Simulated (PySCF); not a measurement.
## Electronic structure of C6H10FPSi in real space

```
atom    x (Å)    y (Å)    z (Å)
   C   0.9603   2.9622  -1.2806
   C   0.5813   1.8373  -1.1232
   C   0.1095   0.4945  -0.9022
   C  -1.4081   0.4421  -0.6648
   C  -1.7468  -0.8934  -0.0094
   C  -0.8516  -1.0702   1.2190
  Si   0.8231  -0.3522   0.6688
   F   1.2695   0.7846   1.7524
   P   2.4714  -1.8246   0.2777
   H   1.2944   3.9448  -1.4304
   H   0.3568  -0.1062  -1.7847
   H  -1.9528   0.5731  -1.6014
   H  -1.6886   1.2578   0.0051
   H  -1.5499  -1.7003  -0.7191
   H  -2.8029  -0.9344   0.2622
   H  -1.2440  -0.4859   2.0512
   H  -0.8247  -2.1103   1.5358
   H   2.7655  -1.9724   1.6221
   H   3.4280  -0.8371   0.1138
```

Geometry: GFN2-xTB.

Method: PBE0/pcSseg-1, SCF density, gas phase, non-relativistic (PySCF 2.14.0).

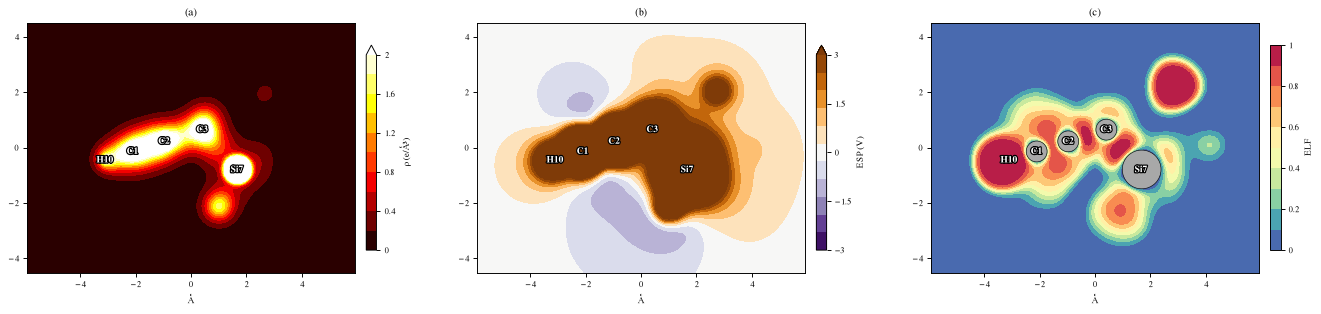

Figure 1. (a) electron density; (b) molecular electrostatic potential; (c) electron localisation function on the plane of atoms C2, C3 and Si7. Grey discs cover the atomic cores in the ELF map.

### Read the bonding off the picture.

The section cuts through C, Si and H sites.
C–C (1.20 Å): ρ is about 2.7 e/Å³ halfway; the ELF peaks at about 0.85 between the atoms: a short, multiple covalent bond.
C–Si (1.92 Å): ρ is about 0.9 e/Å³ halfway; the ELF peaks at about 0.95 between the atoms: a shared electron pair.
C–H (1.05 Å): the density is about 2.1 e/Å³ at the midpoint; the ELF climbs to about 1 towards the hydrogen, as it does in any bond to H: an ordinary covalent bond to hydrogen.
The ELF also peaks beside F8, away from the bonds: lone-pair regions.
Outside the dense part of the molecule the potential is most negative (−1.3 V) near F8, which lies off the plane.

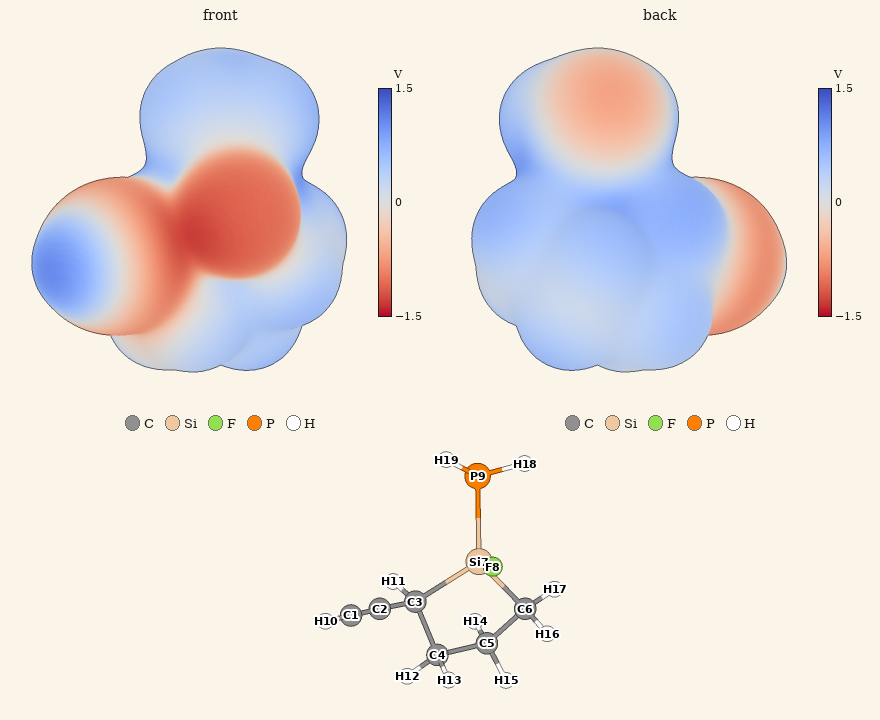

Figure 2. The molecular electrostatic potential painted on the density surface at 0.001 e/bohr³, seen from the front and from behind; the colour scale runs from red (negative) to blue (positive). The bare structure is drawn below in the same view.

### Where is the surface potential most negative and most positive?

The most negative region (about −1.3 V, or −30 kcal/mol for a unit charge) lies over C1, C2 and F8, the most positive (about +1.0 V, or +23 kcal/mol for a unit charge) over H10.

### How polar is the molecule by this calculation?

Its dipole moment is 1.51 D.
